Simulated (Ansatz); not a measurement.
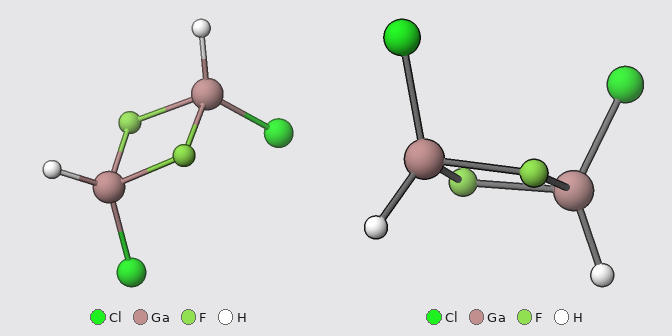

Both panels show the same species.

What does the picture show?

Formula Cl₂F₂Ga₂H₂. SMILES: `[Cl][Ga@H-]1[F+][Ga@@H-]([Cl])[F+]1`. This geometry has C2v symmetry. Coordination, clear cases only: 2 F bent.

The parts below concern this one geometry. Atoms keep their numbers from picture to picture. The computed structure is the end point of a PBE0-D4/def2-TZVP optimisation.

**Shape**

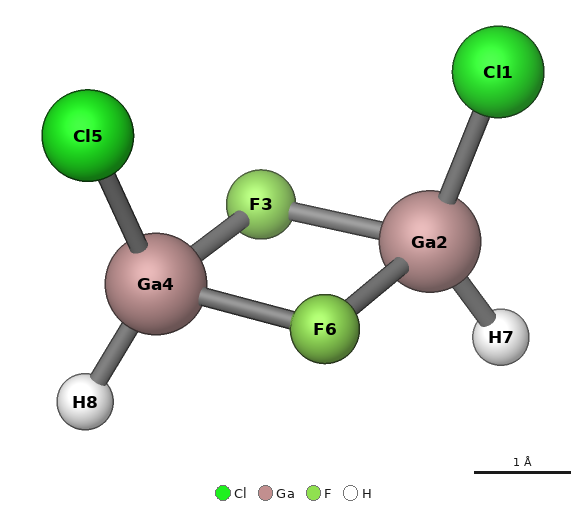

The atoms are numbered.

Estimate the angles F3–Ga2–F6, Cl1–Ga2–F3, Cl1–Ga2–H7, F3–Ga2–H7, Ga2–F3–Ga4.

```csv
angle,degrees
F3–Ga2–F6,79.1
Cl1–Ga2–F3,107.0
Cl1–Ga2–H7,129.7
F3–Ga2–H7,111.3
Ga2–F3–Ga4,100.9
```

**Vibrations**

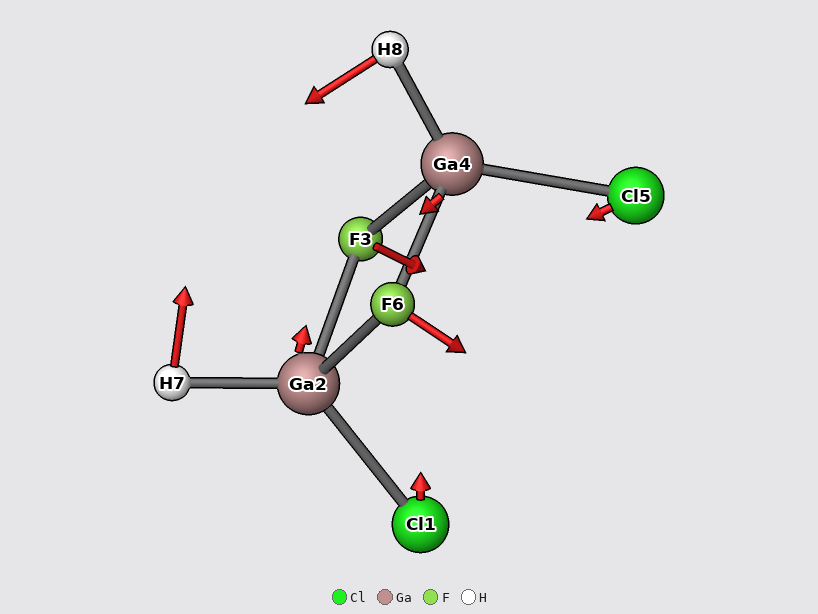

The arrows show one normal mode. Harmonic vibrations computed with RKS PBE0-D4/def2-TZVP (Ansatz 0.2.0) at a stationary point of the same level.

> What kind of motion is it?

Mostly angle bending.

> Estimate its harmonic wavenumber.

193 cm⁻¹; it is mode 5 of 18 counted from the lowest.

**Levels of theory compared**

Program: Ansatz 0.2.0.

Tabulate HOMO–LUMO gap (eV) at these levels: CAM-B3LYP-D4/def2-TZVPP; HSE06 (plane-wave form)-D4/def2-TZVPP; PBE0-D4/def2-QZVPP; SPW92 (LDA)/def2-TZVPP; r2SCANh-D4/def2-TZVPP; ωB97M-V/def2-QZVPP; ωB97M-V/def2-SVP; ωB97M-V/def2-TZVPP.

```tsv
level	HOMO–LUMO gap (eV)
CAM-B3LYP-D4/def2-TZVPP	10.56
HSE06 (plane-wave form)-D4/def2-TZVPP	7.54
PBE0-D4/def2-QZVPP	8.24
SPW92 (LDA)/def2-TZVPP	5.82
r2SCANh-D4/def2-TZVPP	7.58
ωB97M-V/def2-QZVPP	11.96
ωB97M-V/def2-SVP	12.42
ωB97M-V/def2-TZVPP	12.24
```

**Charges**

The questions are on Mulliken charges. Level of theory: RKS PBE-D4/def2-TZVPP (Ansatz 0.2.0).

> Which atom carries the highest charge (most positive or least negative)?

Ga2, Ga4 (0.53 e).

> And the lowest?

F3, F6 (−0.29 e).

List the Mulliken charges.

| atom | value (e) |
| --- | --- |
| Cl1 | −0.23 |
| Ga2 | 0.53 |
| F3 | −0.29 |
| Ga4 | 0.53 |
| Cl5 | −0.23 |
| F6 | −0.29 |
| H7 | −0.01 |
| H8 | −0.01 |

**Dipole moment**

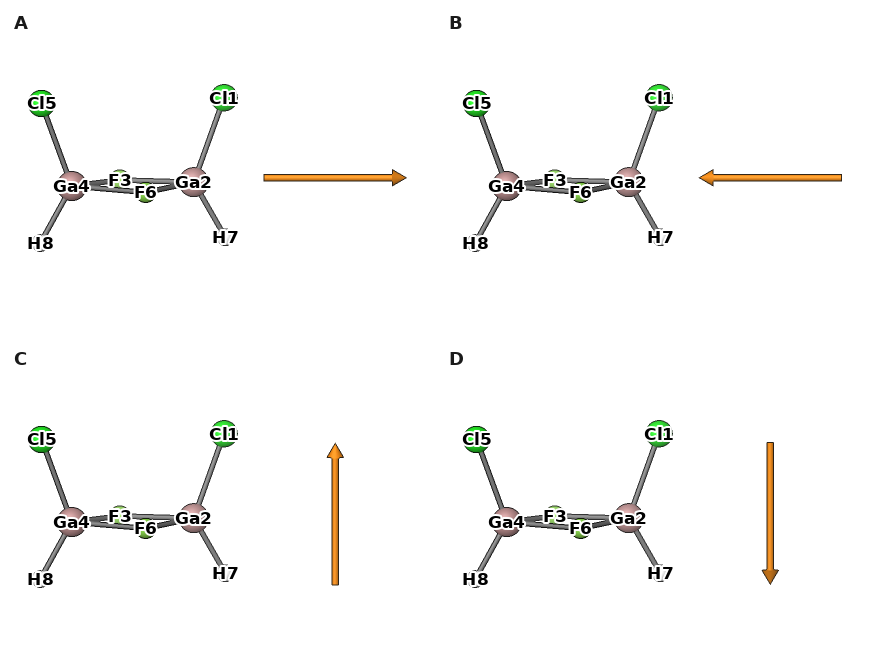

The same molecule four times, each with an arrow. Method: RKS PBE-D4/def2-TZVPP (Ansatz 0.2.0).

> Which arrow points along the dipole moment, from the negative to the positive end?

D. The dipole moment is 2.70 D; it points from the side of Cl1, Cl5 to the side of H7, H8 (the outermost atoms at the two ends).

Mulliken values depend strongly on the basis set and can even reverse the polarity of a bond.
